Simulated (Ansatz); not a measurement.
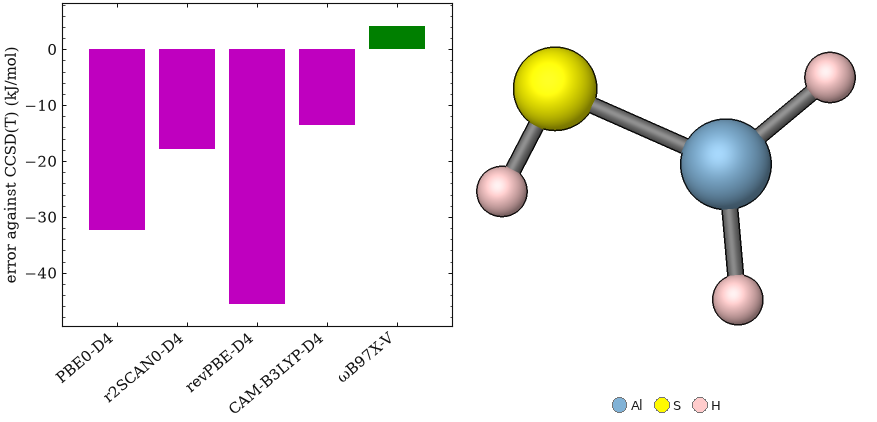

Error in the electronic atomisation energy (method less reference, so positive means overbinding) of AlH₃S, SMILES [AlH2][SH], singlet: functionals in def2-TZVPP against frozen-core CCSD(T) at the limit (scheme: direct), which gives 1316.2 kJ/mol, at a PBE0-D4/def2-TZVP geometry (a minimum by its frequencies), no zero-point or spin-orbit term, the Ansatz code 0.2.0. The reference leaves out core correlation, a term that grows with the number of heavy atoms.

**What range do the values span?**

From −45.6 kJ/mol (revPBE-D4) to 4.2 kJ/mol (ωB97X-V).

**Give the values.**

```
       level  kJ/mol
     PBE0-D4   −32.4
  r2SCAN0-D4   −17.8
   revPBE-D4   −45.6
CAM-B3LYP-D4   −13.6
     ωB97X-V     4.2
```
